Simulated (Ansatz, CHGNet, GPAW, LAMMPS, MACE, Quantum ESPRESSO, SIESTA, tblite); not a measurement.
## GPAW runs on amorphous Zn20Hg10Se19S11 (60 atoms)

Wanted: GPAW inputs and outputs for amorphous Zn20Hg10Se19S11 (60 atoms), checked against a plane-wave reference.

Method: the method is named at each step, in GPAW 26.7.0.

## 1. The structure

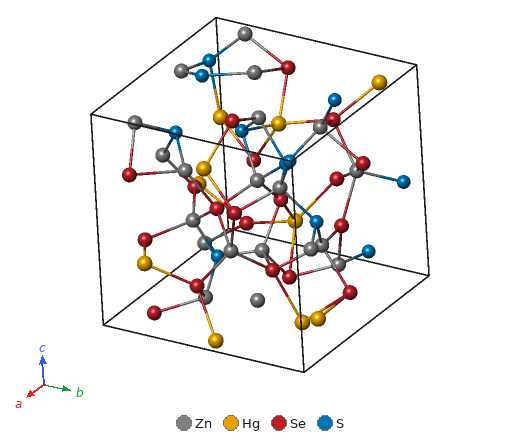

The cell as given, from a free direction (zinc grey, mercury orange, selenium red, sulfur blue). Bonds to atoms that aren't drawn are left out.

The cell holds 60 atoms: 20 Zn, 10 Hg, 19 Se and 11 S. Its edges and angles: a = 11.236 Å, b = 11.236 Å, c = 11.236 Å, α = 90.0°, β = 90.0°, γ = 90.0°. 60 atoms (20 Zn, 10 Hg, 19 Se, 11 S) placed at random at 6.05 g/cm³, melted at 2500 K for 10 ps at fixed volume with the Stillinger-Weber II-VI potential (Zhou et al., Phys. Rev. B 88, 085309 (2013)). Quenched from 2500 K to 500 K at 100 K/ps and fixed volume, held 5 ps.

The yardstick, on the same geometry:

| Quantity | Value |
| --- | --- |
| method | Kohn-Sham DFT, PBE, PAW, plane waves (Ansatz 0.2.0); cutoff 420 eV, Γ point, fermi-dirac smearing of 0.05 eV; PAW set soft_2 |
| r.m.s. force component | 0.5476 eV/Å |
| longest force | 2.387 eV/Å |
| pressure | 0.6194 GPa |
| SCF cycles | 12 |
| time | 32 s on 4 threads of Arm Neoverse V1, shared host |
| CPU time | 2 min |

## 2. PBE, LCAO dzp, h 0.2 Å

Method: Kohn-Sham DFT, PBE, PAW, atomic orbitals (dzp).

Contents of run.py:

```python
import numpy as np
from ase.io import read
from gpaw import GPAW, FermiDirac

atoms = read("structure.xyz")
atoms.calc = GPAW(
    mode="lcao",
    basis="dzp",
    h=0.2,
    xc="PBE",
    kpts={"size": (1, 1, 1), "gamma": True},
    occupations=FermiDirac(0.05),
    maxiter=200,
    symmetry={"point_group": False},
    txt="gpaw.txt",
)
energy = atoms.get_potential_energy(force_consistent=True)
forces = atoms.get_forces()
print(f"energy {energy:.6f} eV")
print("forces (eV/A)")
for i, (a, f) in enumerate(zip(atoms, forces)):
    print(f"{i:4d} {a.symbol:2s} {f[0]:10.5f} {f[1]:10.5f} {f[2]:10.5f}")
print(f"Fermi level {atoms.calc.get_fermi_level():.4f} eV")
for k in range(len(atoms.calc.get_ibz_k_points())):
    for s in range(atoms.calc.get_number_of_spins()):
        e = atoms.calc.get_eigenvalues(kpt=k, spin=s)
        n = np.searchsorted(e, atoms.calc.get_fermi_level())
        print(f"k {k} spin {s} levels about the Fermi level:", np.round(e[max(n - 6, 0):n], 4).tolist(), "|", np.round(e[n:n + 6], 4).tolist())
```

Contents of structure.xyz:

```xyz
60
Lattice="11.23550 0.00000 0.00000 0.00000 11.23550 0.00000 0.00000 0.00000 11.23550" Properties=species:S:1:pos:R:3 pbc="T T T"
Zn 6.90556 2.58967 4.18556
Zn 8.04597 8.37730 7.73441
Zn 5.52618 5.49416 2.59877
Zn 3.08527 4.03894 10.62496
Zn 8.39741 0.59256 9.61736
Zn 8.30764 3.22504 7.61340
Zn 0.59200 1.98644 11.07303
Zn 2.21890 8.94593 6.09402
Zn 9.12547 6.09503 4.35657
Zn 4.73352 1.73420 1.78026
Zn 8.30528 3.96242 1.02872
Zn 9.64163 10.98720 5.77527
Zn 3.41627 0.11820 9.98297
Zn 11.18573 8.81245 3.27537
Zn 5.97976 9.19367 3.90389
Zn 5.56697 5.47798 6.34019
Zn 3.83310 8.08596 8.96481
Zn 3.12246 8.19405 1.34736
Zn 5.78842 0.34347 6.63816
Zn 5.65325 5.82370 9.79309
Hg 2.41721 0.06865 3.49649
Hg 11.16977 2.50540 3.81782
Hg 0.05786 9.10120 9.84410
Hg 1.93700 5.10856 2.43563
Hg 9.47962 5.07182 8.65740
Hg 10.97708 6.16514 0.43133
Hg 1.60409 0.98917 6.88141
Hg 7.11791 8.59471 0.18449
Hg 2.19070 4.65577 7.62441
Hg 9.14997 10.84147 1.81060
Se 0.85570 6.89118 4.57914
Se 9.04772 1.20692 3.81872
Se 6.38660 10.91754 1.96048
Se 10.15611 1.26770 7.79182
Se 7.60115 4.43993 5.53416
Se 2.10845 2.44215 1.79431
Se 0.52751 4.27196 9.75972
Se 10.05049 4.66936 2.58675
Se 4.21399 6.08638 0.70020
Se 3.79771 10.37261 7.52891
Se 3.56581 8.78875 3.74985
Se 9.41625 1.73611 0.20516
Se 4.85587 1.44387 4.76565
Se 7.33453 7.21746 2.75607
Se 9.85926 6.91669 6.88332
Se 7.91878 5.81055 10.65698
Se 3.88085 5.63752 4.58015
Se 2.13025 3.07493 5.29091
Se 1.49612 7.30487 8.12136
S 6.33424 3.48312 2.20148
S 4.47263 9.42467 11.00787
S 6.62883 1.71375 8.53965
S 1.18287 0.25932 9.54838
S 0.78413 8.40314 1.01794
S 8.70268 9.44681 9.69028
S 7.40217 9.91904 5.96605
S 4.67251 4.17084 8.27540
S 5.92763 7.39745 7.82148
S 0.60458 10.50317 5.11069
S 4.44600 1.95374 10.61519
```

Started as:

```sh
> OMP_NUM_THREADS=1 python run.py > output.txt
```

Log:

```text
energy -137.743253 eV
forces (eV/A)
   0 Zn    0.07775   -0.41744    0.28783
   1 Zn   -0.27443    0.11760   -0.60286
   2 Zn   -0.09935    0.70955    1.17028
   3 Zn    0.56205   -0.42475   -0.19125
   4 Zn   -0.14202   -0.11914   -0.86485
   5 Zn   -0.97418   -2.10037   -0.87100
   6 Zn   -0.10966   -0.13469   -0.42987
   7 Zn   -0.28031   -0.50645    0.18473
   8 Zn    0.03915    0.42222    0.41027
   9 Zn    0.40350   -0.21127   -0.54002
  10 Zn   -0.22354   -0.47669   -0.02670
  11 Zn   -1.02171    0.37437    0.35283
  12 Zn    0.04442   -0.85690   -0.19667
  13 Zn    0.19965   -0.19316    0.19717
  14 Zn    0.95520    0.14989   -0.23428
  15 Zn   -0.44253    0.20835    0.72331
  16 Zn    0.01642    0.49520   -0.11318
  17 Zn    0.18466    0.51426   -0.32727
  18 Zn    0.62517   -0.31258    0.65667
  19 Zn   -0.30498   -0.12886   -1.05386
  20 Hg    0.86082    0.28637   -0.78950
  21 Hg    0.95596    0.62724    0.66887
  22 Hg    0.18323    0.18732   -0.49557
  23 Hg   -0.21814    0.46744    0.77632
[...]
52 S    -0.07441    0.06692    0.62907
  53 S    -0.00585    0.48579    0.55887
  54 S     0.32209    0.48115   -0.36604
  55 S     0.38327    0.04287   -0.25697
  56 S    -0.05114    0.56368    0.24685
  57 S    -0.71803   -0.62667    0.53920
  58 S    -0.86166   -1.19556   -0.28744
  59 S    -0.04255    1.06684    0.63441
Fermi level 4.3145 eV
k 0 spin 0 levels about the Fermi level: [3.872, 3.9835, 4.0611, 4.1657, 4.1816, 4.2385] | [4.3652, 4.4811, 4.7718, 4.8844, 5.3125, 5.4163]
```

gpaw.txt:

```text
Input parameters:
  mode=LCAO(),
  basis={'default': 'dzp'},
  h=0.2,
  kpts=MonkhorstPack(size=(1, 1, 1), gamma=True),
  maxiter=200,
  occupations=Occupations(name='fermi-dirac', width=0.05, fixmagmom=False),
  symmetry=Symmetry(point_group=False),
  xc=XC(name='PBE')
Unit cell  # Å
| periodic |         x |         y |         z |   lengths |    angles |
|----------|-----------|-----------|-----------|-----------|-----------|
|      yes | 11.235500 |  0.000000 |  0.000000 | 11.235500 | 90.000000 |
|      yes |  0.000000 | 11.235500 |  0.000000 | 11.235500 | 90.000000 |
|      yes |  0.000000 |  0.000000 | 11.235500 | 11.235500 | 90.000000 |
Number of symmetries: 1
Symmetry operations  # r_c * U_cc + t_c -> r_c
|   | kind |            matrix            |
|---|------|------------------------------|
| 0 |  E   |  1, 0, 0,  0, 1, 0,  0, 0, 1 |
BZ-sampling:
  Number of BZ points: 1
  Number of IBZ points: 1
  Monkhorst-Pack size: [1, 1, 1]
  Monkhorst-Pack shift: [0, 0, 0]
[... lines left out ...]
  Fermi-Dirac:
[... lines left out ...]
xc functional:
  name: PBE with 2 nearest neighbor stencil
interpolation: tri-quintic # 5. degree polynomial
Initialization done in: 12.634 s
convergence criteria:
- Maximum [total energy] change in last 3 cyles: 0.0005 eV / valence electron
- Maximum integral of absolute [dens]ity change: 0.0001 electrons / valence electron
- Maximum integral of absolute [eigenst]ate change: 4e-08 eV^2 / valence electron
maximum number of iterations: 200
SCF iterations
|iter     |      energy | eigst |  dens |
|---------|-------------|-------|-------|
|iter:   1| -148.699995 |      c|       |
|iter:   2| -144.972064 |      c| -1.31 |
|iter:   3| -138.592275 |      c| -1.36 |
|iter:   4| -140.344245 |      c| -1.63 |
|iter:   5| -138.126998 |      c| -1.71 |
|iter:   6| -138.051734 |      c| -1.95 |
|iter:   7| -137.819175 |      c| -2.11 |
|iter:   8| -137.711682 |      c| -2.30 |
|iter:   9| -137.677720c|      c| -2.59 |
|iter:  10| -137.665776c|      c| -2.79 |
|iter:  11| -137.659470c|      c| -3.03 |
|iter:  12| -137.659829c|      c| -3.39 |
|iter:  13| -137.658776c|      c| -3.61 |
|iter:  14| -137.658970c|      c| -3.99 |
|iter:  15| -137.658920c|      c| -4.27c|
Converged in 15 steps
SCF loop duration: 201.893 s (13.460 s/step)
Energy contributions relative to reference atoms: (reference = -7684185.249687)
Energy contributions:
  Kinetic:         413.553490
  Coulomb:        -345.851137
  Zero:              3.076355
  External:          0.000000
  Xc:             -208.353294
  Entropy:          -0.168666
  Spinorbit:         0.000000
  ----------------------------
  Free energy:    -137.743253
  Extrapolated:   -137.658920
dipole moment: (3.266834, -33.869543, -19.886707)  # |e|*Ang
Fermi level: 4.315
Eigenvalues  # (at kpt = [0.000, 0.000, 0.000])
| band index |      eig [eV] | occ [0-2] |
|------------|---------------|-----------|
|          0 |       -59.350 |     2.000 |
|        ... |               |           |
|        292 |         3.732 |     2.000 |
|        293 |         3.753 |     2.000 |
[...]
|        307 |         5.814 |     0.000 |
|        ... |               |           |
|        363 |        10.408 |     0.000 |
Gap: 0.127 eV
Transition (v -> c):
  (s=0, k=0, n=299, [0.00, 0.00, 0.00]) -> (s=0, k=0, n=300, [0.00, 0.00, 0.00])
No difference between direct/indirect transitions
Force computation time: 35.742  # s
timing:  # [seconds]
  Total:  250.302  # ━━━━━━━━━━━━━━━━━━━━━━━━━━━━━━━━━━━━━━━━━━━━━━━━━━━━━━━━
  Init:    12.633  # ━━━
  SCF:    201.893  # ━━━━━━━━━━━━━━━━━━━━━━━━━━━━━━━━━━━━━━━━━━━━━
  Forces:  35.742  # ━━━━━━━━
```

Run time: 4.2 min. Hardware: 1 thread of Arm Neoverse V1, shared host; peak memory 1.6 GiB.

Banners, paths, timers and routine set-up lines are dropped from the logs unmarked, and long logs keep their key lines alone; longer cuts are marked.

Numbers from this run, and their distance from the reference:

- r.m.s. force component: 0.5704 eV/Å
- r.m.s. difference of force components: 54.32 meV/Å
- longest difference of force vectors: 205.5 meV/Å
- force difference over r.m.s. force: 9.919 %
- slope of forces against the reference's: 1.038
- correlation of force components: 0.9961

Length of the force difference by element (eV/Å):

```tsv
element	atoms	mean	most
Hg	10	0.099	0.21
S	11	0.10	0.18
Se	19	0.091	0.19
Zn	20	0.046	0.11
```

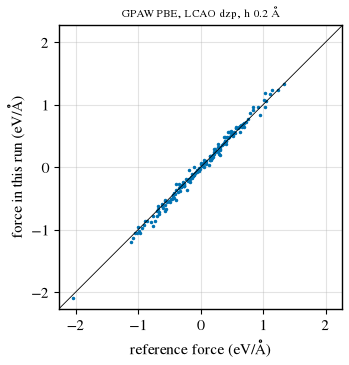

Force components against those of the reference; the line marks equality.

The surroundings of Hg26, picked at random, nearest first, numbered as they follow in the input and with coordinates relative to it.

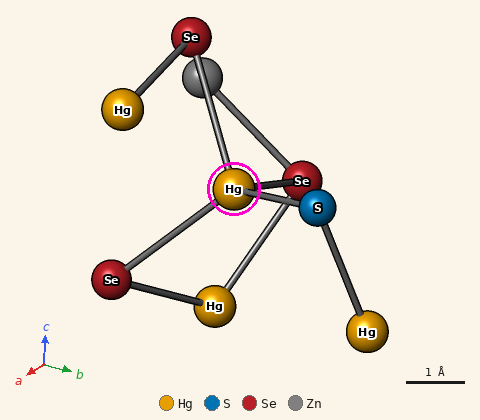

The atoms of the table, within 3.5 Å (arrows a, b, c point along x, y, z); some may hide others; the central atom is ringed.

```tsv
atom	x	y	z	distance (Å)	bonds	Fx	Fy	Fz (eV/Å)
Hg26	0.00	0.00	0.00	0.00	4	0.15	-0.39	0.16
S54	1.04	2.24	0.59	2.54	4	-0.01	0.49	0.56
Se38	-0.93	-1.50	2.16	2.78	5	-0.13	0.41	-0.44
Se37	0.79	-1.89	-1.91	2.80	5	0.64	-0.70	1.23
Hg24	2.20	-1.06	2.00	3.15	5	-0.22	0.47	0.78
Se46	-3.06	-0.35	-1.01	3.24	5	0.13	-0.30	0.57
Hg23	0.32	2.94	-1.82	3.47	4	0.18	0.19	-0.50
Zn11	-2.67	-2.20	0.60	3.51	4	-0.22	-0.48	-0.03
Hg25	-1.50	-1.09	-3.01	3.53	3	0.26	1.05	0.09
```

Atoms are counted from 1 here, from 0 in the log.

Forces lie 9.9 % from the reference's, at 2.1 times its CPU time (on 1 against 4 cores).

## 3. PBE, LCAO dzp, h 0.16 Å

Method: Kohn-Sham DFT, PBE, PAW, atomic orbitals (dzp).

Changes to run.py since step 2:

```diff
@@ -8,3 +8,3 @@
     basis="dzp",
-    h=0.2,
+    h=0.16,
     xc="PBE",
```

structure.xyz is that of step 2.

Log:

```text
energy -138.943132 eV
forces (eV/A)
   0 Zn    0.07729   -0.42283    0.27860
   1 Zn   -0.27310    0.11720   -0.60522
   2 Zn   -0.09689    0.71054    1.16890
   3 Zn    0.56294   -0.42029   -0.19560
   4 Zn   -0.14144   -0.11905   -0.86455
   5 Zn   -0.97474   -2.09830   -0.87284
[...]
57 S    -0.68901   -0.66300    0.52387
  58 S    -0.83572   -1.21279   -0.30219
  59 S    -0.00343    1.07224    0.65973
Fermi level 4.3145 eV
k 0 spin 0 levels about the Fermi level: [3.872, 3.9835, 4.0611, 4.1656, 4.1816, 4.2384] | [4.3652, 4.481, 4.7718, 4.8844, 5.3125, 5.4163]
```

gpaw.txt:

```text
Input parameters:
  mode=LCAO(),
  basis={'default': 'dzp'},
  h=0.16,
  kpts=MonkhorstPack(size=(1, 1, 1), gamma=True),
  maxiter=200,
  occupations=Occupations(name='fermi-dirac', width=0.05, fixmagmom=False),
[... lines left out ...]
  Fermi-Dirac:
[... lines left out ...]
convergence criteria:
- Maximum [total energy] change in last 3 cyles: 0.0005 eV / valence electron
[... lines left out ...]
Converged in 15 steps
[... lines left out ...]
  Free energy:    -138.943132
[... lines left out ...]
Fermi level: 4.315
[... lines left out ...]
|        ... |               |           |
|        363 |        10.408 |     0.000 |
Gap: 0.127 eV
Transition (v -> c):
  (s=0, k=0, n=299, [0.00, 0.00, 0.00]) -> (s=0, k=0, n=300, [0.00, 0.00, 0.00])
No difference between direct/indirect transitions
Force computation time: 63.157  # s
timing:  # [seconds]
  Total:  459.246  # ━━━━━━━━━━━━━━━━━━━━━━━━━━━━━━━━━━━━━━━━━━━━━━━━━━━━━━━━
  Init:    17.587  # ━━
  SCF:    378.470  # ━━━━━━━━━━━━━━━━━━━━━━━━━━━━━━━━━━━━━━━━━━━━━━
  Forces:  63.157  # ━━━━━━━╸
```

Wall time 7.7 min (1 thread); peak memory 3 GiB.

Compared with the plane-wave run:

- r.m.s. force component: 0.5724 eV/Å
- r.m.s. difference of force components: 52.18 meV/Å
- longest difference of force vectors: 243.3 meV/Å
- force difference over r.m.s. force: 9.528 %
- slope of forces against the reference's: 1.042
- correlation of force components: 0.9966
- energy less the same-level run's: -20 meV/atom
- r.m.s. force difference from the same-level run: 23.16 meV/Å

Against the first run (9.9 %), the force difference from the reference is 9.5 %, at 1.8 times the CPU time.

## 4. PBE, LCAO sz(dzp), h 0.2 Å

Method: Kohn-Sham DFT, PBE, PAW, atomic orbitals (sz(dzp)).

Changes to run.py since step 3:

```diff
@@ -7,4 +7,4 @@
     mode="lcao",
-    basis="dzp",
-    h=0.16,
+    basis="sz(dzp)",
+    h=0.2,
     xc="PBE",
```

structure.xyz is that of step 3.

Log:

```text
energy -110.612992 eV
forces (eV/A)
   0 Zn    0.35932   -0.64492    0.50136
   1 Zn   -0.28406    0.10905   -0.73893
   2 Zn   -0.17413    0.92772    1.32188
   3 Zn    0.55278   -0.36027   -0.17110
   4 Zn   -0.05468   -0.25262   -0.77616
   5 Zn   -0.89152   -2.07542   -0.95583
   6 Zn   -0.21950   -0.02267   -0.36498
   7 Zn   -0.20442   -0.87562    0.16572
   8 Zn    0.09935    0.65335    0.60196
   9 Zn    0.39982   -0.35999   -0.38347
  10 Zn   -0.19549   -0.73629   -0.21373
  11 Zn   -1.25387    0.26739    0.46806
  12 Zn    0.25414   -1.20934   -0.34330
  13 Zn   -0.15958   -0.00981    0.07030
  14 Zn    1.18243    0.17553   -0.11505
  15 Zn   -0.41948    0.27739    0.65788
  16 Zn   -0.01014    0.45732   -0.12920
  17 Zn    0.22257    0.49644   -0.22235
  18 Zn    0.50730   -0.35185    0.89597
  19 Zn   -0.26046   -0.12922   -0.83064
  20 Hg    1.10728    0.59902   -1.02294
  21 Hg    1.16215    0.77257    0.68788
  22 Hg    0.20074    0.10714   -0.69398
  23 Hg   -0.34572    0.63047    0.90600
[...]
52 S    -0.34643   -0.10282    0.42546
  53 S    -0.04255    0.78840    0.49066
  54 S     0.54657    0.48299   -0.23761
  55 S     0.42175   -0.05738   -0.45898
  56 S    -0.00651    0.23685    0.16438
  57 S    -0.74489   -0.55877    0.49794
  58 S    -0.97131   -1.21778   -0.26399
  59 S     0.34310    1.45501    0.52245
Fermi level 4.4781 eV
k 0 spin 0 levels about the Fermi level: [4.0423, 4.1316, 4.2322, 4.3021, 4.3508, 4.3975] | [4.5364, 4.6397, 4.9414, 5.103, 5.5161, 5.66]
```

gpaw.txt:

```text
Input parameters:
  mode=LCAO(),
  basis={'default': 'sz(dzp)'},
  h=0.2,
  kpts=MonkhorstPack(size=(1, 1, 1), gamma=True),
  maxiter=200,
  occupations=Occupations(name='fermi-dirac', width=0.05, fixmagmom=False),
  symmetry=Symmetry(point_group=False),
  xc=XC(name='PBE')
Unit cell  # Å
| periodic |         x |         y |         z |   lengths |    angles |
[... lines left out ...]
  Fermi-Dirac:
[... lines left out ...]
convergence criteria:
- Maximum [total energy] change in last 3 cyles: 0.0005 eV / valence electron
[... lines left out ...]
Converged in 14 steps
[... lines left out ...]
  Free energy:    -110.612992
  Extrapolated:   -110.532803
dipole moment: (2.361653, -33.624103, -19.105569)  # |e|*Ang
Fermi level: 4.478
Eigenvalues  # (at kpt = [0.000, 0.000, 0.000])
| band index |      eig [eV] | occ [0-2] |
|------------|---------------|-----------|
|          0 |       -58.808 |     2.000 |
|        ... |               |           |
|        292 |         3.831 |     2.000 |
|        293 |         3.867 |     2.000 |
[...]
|        307 |         6.037 |     0.000 |
|        ... |               |           |
|        363 |        11.414 |     0.000 |
Gap: 0.139 eV
Transition (v -> c):
  (s=0, k=0, n=299, [0.00, 0.00, 0.00]) -> (s=0, k=0, n=300, [0.00, 0.00, 0.00])
No difference between direct/indirect transitions
Force computation time: 12.487  # s
timing:  # [seconds]
  Total:  99.606  # ━━━━━━━━━━━━━━━━━━━━━━━━━━━━━━━━━━━━━━━━━━━━━━━━━━━━━━━━━
  Init:    9.116  # ━━━━━
  SCF:    77.970  # ━━━━━━━━━━━━━━━━━━━━━━━━━━━━━━━━━━━━━━━━━━━━╸
  Forces: 12.487  # ━━━━━━━
```

It took 1.7 min on 1 thread; peak memory 1.3 GiB.

Numbers from this run, and their distance from the reference:

```yaml
r_m_s_force_component: 0.6254 eV/Å
r_m_s_difference_of_force_components: 202.5 meV/Å
longest_difference_of_force_vectors: 653.5 meV/Å
force_difference_over_r_m_s_force: 36.98 %
slope_of_forces_against_the_reference_s: 1.084
correlation_of_force_components: 0.949
```

This is a coarse setting, run to see what it loses.

Against the first run (9.9 %), the force difference from the reference is 37 %, at 0.40 times the CPU time, with 420 basis functions against 1080: the smaller basis costs accuracy.

## 5. PBE, grid h 0.24 Å

Method: Kohn-Sham DFT, PBE, PAW, finite differences on a real-space grid.

Changes to run.py since step 4:

```diff
@@ -3,2 +3,3 @@
 from gpaw import GPAW, FermiDirac
+from ase.parallel import parprint as print
 
@@ -6,5 +7,4 @@
 atoms.calc = GPAW(
-    mode="lcao",
-    basis="sz(dzp)",
-    h=0.2,
+    mode="fd",
+    h=0.24,
     xc="PBE",
@@ -14,2 +14,3 @@
     symmetry={"point_group": False},
+    nbands=475,
     txt="gpaw.txt",
```

structure.xyz is that of step 4.

Started as:

```sh
> OMP_NUM_THREADS=1 mpirun -np 4 gpaw python run.py > output.txt
```

Log:

```text
energy -158.683162 eV
forces (eV/A)
   0 Zn    0.07340   -0.43636    0.27603
   1 Zn   -0.27295    0.13271   -0.59944
   2 Zn   -0.09195    0.71647    1.13150
   3 Zn    0.53871   -0.43786   -0.17831
   4 Zn   -0.12882   -0.08970   -0.90458
   5 Zn   -0.96036   -2.10063   -0.82081
   6 Zn   -0.10410   -0.11314   -0.39801
   7 Zn   -0.29308   -0.48227    0.15031
   8 Zn    0.01873    0.42676    0.41459
   9 Zn    0.38930   -0.19116   -0.50692
  10 Zn   -0.18684   -0.45112   -0.01958
  11 Zn   -0.99526    0.42143    0.34559
[...]
55 S     0.39682    0.05766   -0.29746
  56 S    -0.14917    0.61788    0.22207
  57 S    -0.65972   -0.63514    0.51442
  58 S    -0.69114   -1.11148   -0.25473
  59 S    -0.04852    0.99585    0.62892
Fermi level 4.2872 eV
k 0 spin 0 levels about the Fermi level: [3.839, 3.9553, 4.0324, 4.1359, 4.1571, 4.2117] | [4.336, 4.4619, 4.7562, 4.8855, 5.3084, 5.4159]
```

gpaw.txt:

```text
Input parameters:
  mode=FD(),
  h=0.24,
  kpts=MonkhorstPack(size=(1, 1, 1), gamma=True),
  maxiter=200,
  nbands=475,
  occupations=Occupations(name='fermi-dirac', width=0.05, fixmagmom=False),
  symmetry=Symmetry(point_group=False),
  xc=XC(name='PBE')
[... lines left out ...]
  Converge bands: occupied
[... lines left out ...]
  Fermi-Dirac:
[... lines left out ...]
convergence criteria:
- Maximum [total energy] change in last 3 cyles: 0.0005 eV / valence electron
[... lines left out ...]
Converged in 69 steps
[... lines left out ...]
  Free energy:    -158.683162
[... lines left out ...]
dipole moment: (2.761174, -33.407026, -19.434871)  # |e|*Ang
Fermi level: 4.287
Eigenvalues  # (at kpt = [0.000, 0.000, 0.000])
| band index |      eig [eV] | occ [0-2] |
|------------|---------------|-----------|
|          0 |       -59.440 |     2.000 |
|        ... |               |           |
|        292 |         3.701 |     2.000 |
|        293 |         3.723 |     2.000 |
[...]
|        307 |         5.790 |     0.000 |
|        ... |               |           |
|        474 |        16.403 |     0.000 |
Gap: 0.124 eV
Transition (v -> c):
  (s=0, k=0, n=299, [0.00, 0.00, 0.00]) -> (s=0, k=0, n=300, [0.00, 0.00, 0.00])
No difference between direct/indirect transitions
Force computation time: 4.462  # s
```

The job ended after 13 min (4 MPI ranks; peak memory 2.7 GiB).

Against the reference:

```yaml
r_m_s_force_component: 0.5573 eV/Å
r_m_s_difference_of_force_components: 23.9 meV/Å
longest_difference_of_force_vectors: 98.85 meV/Å
force_difference_over_r_m_s_force: 4.365 %
slope_of_forces_against_the_reference_s: 1.017
correlation_of_force_components: 0.9992
```

This is a coarse setting, run to see what it loses.

Against the first run (9.9 %), the force difference from the reference is 4.4 %, at 13 times the CPU time (on 4 against 1 cores) (69 SCF steps against 15).

(Continued in part 2 of 2.)

[Also dropped from logs without a mark: logging warnings of Python, and SIESTA's first energy breakdown and zero terms.]

[Logs are printed without paths, hosts, clocks, repeated set-up lines and the standing remarks that a program may print on its own settings, such as how far it seeks lower states.]

[Hosts, paths, dates, database ids (printed as entryN), source tags and the programs' standing remarks are cut or masked in the printed files.]
